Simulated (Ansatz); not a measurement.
The parent structure is MgO in the rock salt structure (space group Fm-3m, No. 225; a = 4.254 Å).

The change: an isotropic linear strain of −1.00 %, atoms relaxed at fixed cell.

Level of theory: PBE/PAW in Ansatz (a first-principles code), scalar-relativistic without spin-orbit coupling.

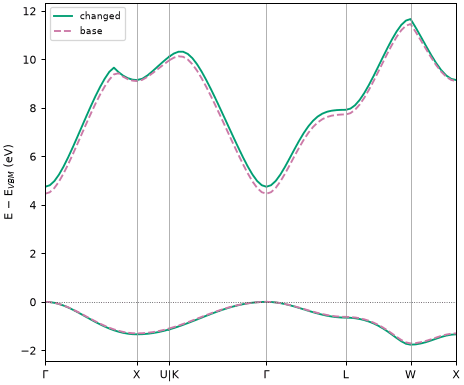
Figure: Highest valence and lowest conduction band along the path, each from its own valence-band maximum

Task: From the figure, how large is the changed gap, and is it direct?

Result: About 4.7 eV, direct at Γ.

Stability against distortions was not tested.
